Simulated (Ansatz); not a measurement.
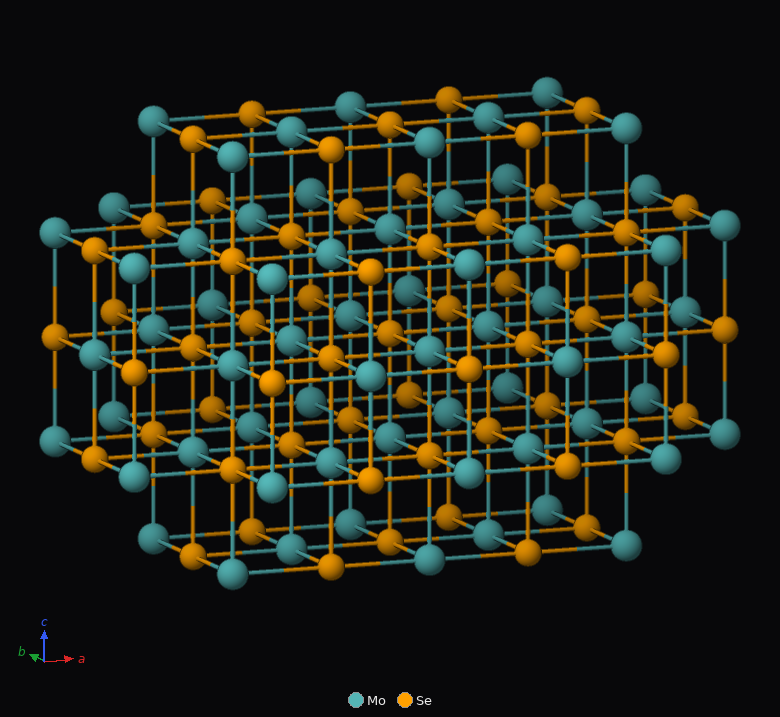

MoSe (space group Fm-3m, No. 225). Coordinates: the input geometry of an electronic-structure calculation (not necessarily at equilibrium); the starting structure was generated, so it need not be a known form of this composition.

Bonds are taken as Mo–Se below 3 Å. The graph is simplified in the usual way: terminal and isolated atoms are pruned, two-connected atoms become edges.

What kind of net remains, and which atoms are its nodes?

A uninodal 6-connected, three-periodic net: Mo and Se are 6-connected nodes.

Name the underlying net.

It is the pcu net, known from NaCl, ReO3 and the B-X framework of perovskite.

Is the net interpenetrated?

It is a single net, without interpenetration.

How many nodes does the smallest cycle have?

Four.

The simplified net, drawn on the atoms' positions. Nodes are coloured by element. Edges to nodes outside the piece are drawn as stubs.

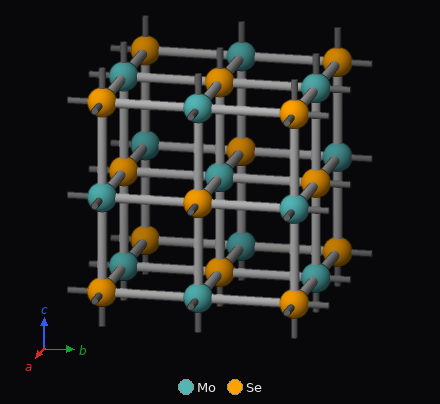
